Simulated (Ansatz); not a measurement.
# Calculations on K₁₆C

## 1. Relaxation

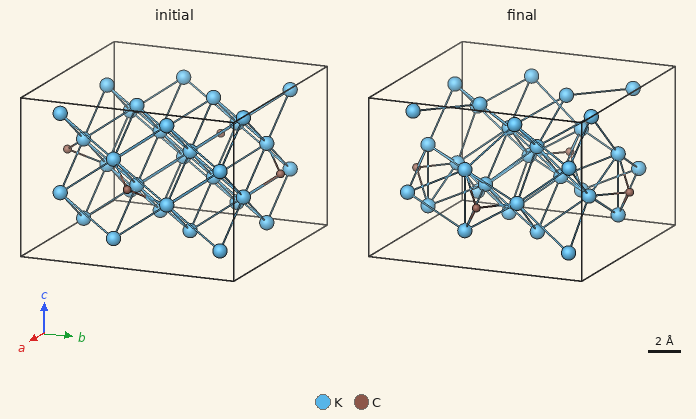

The structure of a defect cell of composition K16C before (left) and after (right) a relaxation, at one scale.

The picture is a ball-and-stick view of the larger cell on standard axes (2 times the calculation's cell) (origin shifted), seen slightly off an axis.

It is an interstitial C in bcc K. The run prepares an end point of a later path (interstitial hop) calculation, from a guessed geometry.

All numbers below come from DFT LDA, scalar-relativistic, plane waves, PAW (Ansatz 0.2.0).

The input:
```yaml
crystal:
  lattice:
    - [10.46, 0.0, 0.0]
    - [0.0, 10.46, 0.0]
    - [0.0, 0.0, 10.46]
  atoms:
    - { symbol: K, position: [0.0, 0.0, 0.0] }
    - { symbol: K, position: [0.5, 0.0, 0.0] }
    - { symbol: K, position: [0.0, 0.5, 0.0] }
    - { symbol: K, position: [0.0, 0.0, 0.5] }
    - { symbol: K, position: [0.25, 0.25, 0.25] }
    - { symbol: K, position: [0.5, 0.5, 0.0] }
    - { symbol: K, position: [0.5, 0.0, 0.5] }
    - { symbol: K, position: [0.75, 0.25, 0.25] }
    - { symbol: K, position: [0.0, 0.5, 0.5] }
    - { symbol: K, position: [0.25, 0.75, 0.25] }
    - { symbol: K, position: [0.25, 0.25, 0.75] }
    - { symbol: K, position: [0.5, 0.5, 0.5] }
    - { symbol: K, position: [0.75, 0.75, 0.25] }
    - { symbol: K, position: [0.75, 0.25, 0.75] }
    - { symbol: K, position: [0.25, 0.75, 0.75] }
    - { symbol: K, position: [0.75, 0.75, 0.75] }
    - { symbol: C, position: [-0.0050703, 0.2441631, 0.1213119] }
basis:
  ecutwfc: 420.0
kpoints:
  mp_grid: { grid: [2, 2, 2] }
hamiltonian:
  xc: lda
scf:
  occupations: { method: gaussian, width: 0.1 }
  lower_state_search: "off"
relax:
  f_tol: 0.03
  max_steps: 60
  adjacent_minimum: "off"
```

Command:
```bash
ansatz run input.yaml --threads 4 --pin off --max-ram 10240MiB --backend cpu --events-out ev --progress --plain --runs-dir out
```

> What changed between the two?

After 10 geometry steps the energy has fallen by 0.977 eV per cell of the calculation. Largest force component: 0.43 eV/Å at the start, 0.025 eV/Å at the end. The largest move is that of C17, 1.21 Å along −c. By element the largest moves are C 1.21 Å, K 0.90 Å. The cell stays as it was. Among the contacts that change: K11–C17 4.712 → 2.840 Å, K14–C17 4.653 → 2.839 Å, K5–K8 5.230 → 4.010 Å, K11–K14 5.230 → 4.022 Å. New bonds form, among them: K11–K14 (5.23 → 4.02 Å), K5–K11 (5.23 → 4.03 Å), K5–K8 (5.23 → 4.01 Å), K8–K14 (5.23 → 4.02 Å). Bond angles that change, for instance: K1–C17–K3 128.2° → 178.9°, K5–C17–K8 125.5° → 89.6°, K2–K11–K9 180.0° → 158.4°. Cost: 48 s on 4 threads of Intel(R) Xeon(R) 6975P-C (Granite Rapids) (shared host), peak memory 2.4 GiB.

## 2. Relaxation

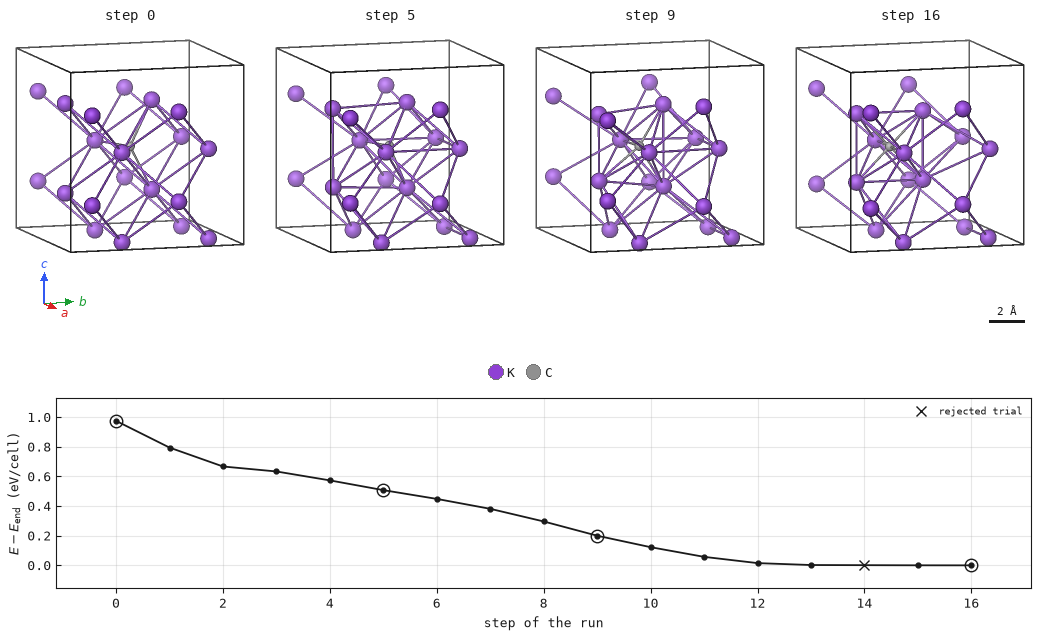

Frames of a relaxation of a defect cell of composition K16C, marked on the history of the run. The picture is a ball-and-stick view of the cell of the calculation (origin shifted), seen slightly off an axis.

It is an interstitial C in bcc K. The run prepares an end point of a later path (interstitial hop) calculation, from a guessed geometry.

Computed with DFT LDA, scalar-relativistic, plane waves, PAW in Ansatz. (plane-wave cutoff 420 eV; k-point mesh 2 × 2 × 2; occupations gaussian; smearing width 0.1 eV; no spin polarisation; atoms relaxed in a fixed cell; force threshold 0.03 eV/Å; at most 60 steps)

### Describe the path.

The largest move is that of the C atom, 1.23 Å along −b. By element the largest moves are C 1.23 Å, K 0.92 Å. The cell stays as it was. Among the contacts that change: C–K 4.737 → 2.834 Å, C–K 4.686 → 2.835 Å, K–K 5.230 → 4.005 Å, K–K 5.230 → 4.565 Å. New bonds form, among them: K–K (5.23 → 4.00 Å), K–K (5.23 → 4.01 Å). Among the angles between lasting bonds that change: K–C–K 127.0° → 179.9°, K–C–K 126.7° → 90.0°, K–K–K 180.0° → 158.5°. Over 15 accepted moves (16 points after the start) the energy falls by 0.975 eV per cell of the calculation. Largest force component: 0.43 eV/Å at the start, 0.0052 eV/Å at the end. The line search rejected the trial step at point 14 of the run. From step 0 to 5: a K atom moves most (0.59 Å), energy −0.468 eV per cell of the calculation. From step 5 to 9: the C atom moves most (0.61 Å), energy −0.308 eV per cell of the calculation. From step 9 to 16: K atoms move most (0.67 Å), energy −0.200 eV per cell of the calculation.

## 3. Path

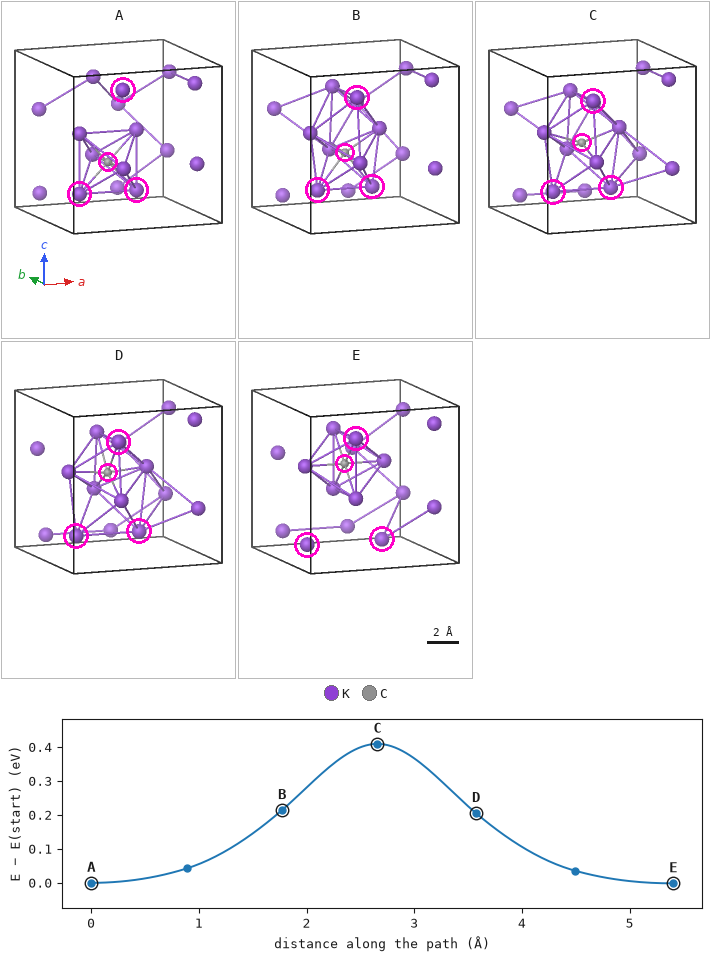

NEB run on K with an interstitial C (17 atoms in the cell). Images are numbered from 0 (start) to 6 (end). Frames A to E are images 0, 2, 3, 4, 6. A ball-and-stick model of the simulation cell (origin moved), seen slightly off an axis. The atoms that move most are ringed. Bonds to atoms that aren't drawn are left out.

Theory: Ansatz, DFT LDA, scalar-relativistic, plane waves, PAW. Run with plane-wave cutoff 420 eV; k-point mesh 2 × 2 × 2; Gaussian smearing 0.1 eV; 5 movable images; climbing image; force threshold 0.05 eV/Å; iteration limit 80; spring constant 2.0 eV/Å²; optimiser FIRE; starting path by straight interpolation.

Read off the barrier and say what moves.

Answer. The C atom travels furthest, 2.55 Å from end to end, along +c, on a straight line. At the highest image its nearest neighbour (K) is 2.78 Å away, against 2.78 Å at the start, and the surrounding atoms stand up to 0.57 Å off the mean of their end positions. The two ends have nearly the same energy, and the highest point, image 3, lies 0.41 eV above the start. The band converged in 28 iterations. The largest component of the band force went from 0.29 to 0.019 eV/Å. The climbing image converged on the top of the path. A check of its curvatures didn't confirm a first-order saddle.

The run took 17 min on 4 threads of Intel(R) Xeon(R) 6975P-C (Granite Rapids), on a shared host, peak memory 5.7 GiB.
